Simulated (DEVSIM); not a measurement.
Device: Pd/SiON/SiO2/p-Si capacitor, at 300 K.

```
layer (left to right)  material  thickness (nm)  Na (cm⁻³)
---------------------  --------  --------------  ---------
1                          SiON            3.50          -
2                          SiO2           0.540          -
3                            Si            1400     1.8e17
```

Metal gate on the left, work function 5.2 eV. Fixed charge at the semiconductor interface -6.9e10 cm⁻² (in units of +e); interface traps 3.3e12 cm⁻² eV⁻¹, uniform in energy, neutral level at 0.5 of the gap above the valence band.

This is a model device: material constants are rounded textbook-type values typed into the input, and sizes, dopings and lifetimes were drawn at random. Values at 300 K.

```tsv
parameter	SiON	SiO2	Si
gap (eV)	7	9	1.124
affinity (eV)	1.4	0.9	4.05
permittivity	5.5	3.9	11.7
Nc (cm⁻³)	-	-	2.86e19
Nv (cm⁻³)	-	-	3.1e19
```

DEVSIM, 1D Poisson equation in equilibrium, Boltzmann statistics, complete ionisation; no quantum confinement or tunnelling. Metal contacts follow the ideal Schottky-Mott rule: no Fermi-level pinning, no interface dipoles.

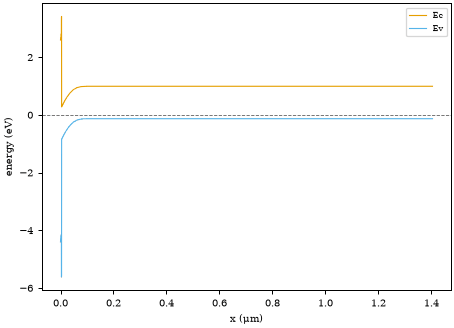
*Band edges at 1.2 V on the gate*

Energies count from the Fermi level of the right contact; mesh points crowd at the junctions.

| x (μm) | Ec (eV) | Ev (eV) | n (cm⁻³) | p (cm⁻³) | field (V/cm) |
|---|---|---|---|---|---|
| 0.000 | 2.600 | -4.400 | < 1e2 | < 1e2 | 760000 |
| 0.0009376 | 2.671 | -4.329 | < 1e2 | < 1e2 | 760000 |
| 0.002035 | 2.754 | -4.246 | < 1e2 | < 1e2 | 760000 |
| 0.003080 | 2.833 | -4.167 | < 1e2 | < 1e2 | 760000 |
| 0.003801 | 3.397 | -5.603 | < 1e2 | < 1e2 | 1100000 |
| 0.004564 | 0.282 | -0.842 | 5.3e14 | 220000 | 200000 |
| 0.006310 | 0.316 | -0.808 | 1.4e14 | 810000 | 190000 |
| 0.01173 | 0.415 | -0.709 | 3.1e12 | 3.7e7 | 180000 |
| 0.02090 | 0.563 | -0.561 | 9.8e9 | 1.2e10 | 150000 |
| 0.03956 | 0.794 | -0.330 | 1300000 | 8.9e13 | 98000 |
| 0.07754 | 0.979 | -0.145 | 1000 | 1.1e17 | 11000 |
| 0.1891 | 0.991 | -0.133 | 650 | 1.8e17 | ≈ 0 |
| 0.3819 | 0.991 | -0.133 | 650 | 1.8e17 | ≈ 0 |
| 0.7499 | 0.991 | -0.133 | 650 | 1.8e17 | ≈ 0 |
| 1.151 | 0.991 | -0.133 | 650 | 1.8e17 | ≈ 0 |
| 1.280 | 0.991 | -0.133 | 650 | 1.8e17 | ≈ 0 |
| 1.344 | 0.991 | -0.133 | 650 | 1.8e17 | ≈ 0 |
| 1.375 | 0.991 | -0.133 | 650 | 1.8e17 | ≈ 0 |
| 1.393 | 0.991 | -0.133 | 650 | 1.8e17 | ≈ 0 |
| 1.399 | 0.991 | -0.133 | 650 | 1.8e17 | ≈ 0 |
| 1.402 | 0.991 | -0.133 | 650 | 1.8e17 | ≈ 0 |
| 1.404 | 0.991 | -0.133 | 650 | 1.8e17 | ≈ 0 |
